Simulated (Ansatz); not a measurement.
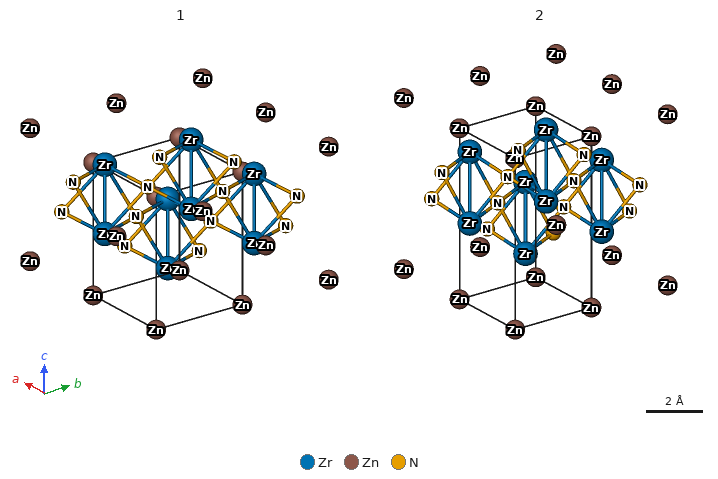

Two geometries of crystalline Zr$_{2}$ZnN$_{2}$ (a generated structure, set up in P4/mmm) (coarse preliminary run), drawn at one scale. One is the start of a relaxation, the other its converged end. Style: ball-and-stick. Shown: the cell of the calculation, repeated 2 × 2 × 1 with one cell outlined, from a free direction.

Computed with DFT PBE, scalar-relativistic, plane waves, PAW (Ansatz). Settings: plane-wave cutoff 420 eV; k-point mesh 4 × 4 × 4; occupations gaussian; smearing width 0.1 eV; no spin polarisation; cell and atoms relaxed; force threshold 0.04 eV/Å; at most 70 steps.

Q: Which geometry has the lower energy?

A: Structure 2 is the relaxed one. After 9 accepted moves (11 points after the start) the energy has fallen by 485 meV per atom. Largest force component: 6.1 eV/Å at the start, 0.022 eV/Å at the end. Pressure: −3.61 GPa at the start and 0.24 GPa at the end. The SCF was repeated twice at an unchanged geometry on a basis and grid sized afresh for the cell, which shifted the energy by 18.7 meV per atom at most. The largest moves relative to the cell, 0.34 Å, are those of Zr atoms. Zn and N stay in place. The drawn cell changes as follows: a = b 3.821 → 3.377 Å (−11.6 %), c 5.183 → 6.668 Å (+28.6 %); the volume changes by +0.5 %. Some distances before and after: Zr–Zr 2.488 → 3.878 Å, Zr–Zr 3.821 → 3.377 Å, N–Zr 2.338 → 2.190 Å, Zr–Zr 2.695 → 2.789 Å. Bonds break: Zr–Zr (2.49 → 3.88 Å). Bond angles that change, for instance: Zr–N–Zr 70.4° → 79.1°, N–Zr–N 109.6° → 100.9°, Zr–N–Zr 109.6° → 100.9°. The space group stays P4/mmm (No. 123). The run took 35 s on 1 thread of Arm Neoverse V1 (shared host), peak memory 0.37 GiB.

Limits of the set-up: the k-point mesh is coarse for a cell with partly filled bands.
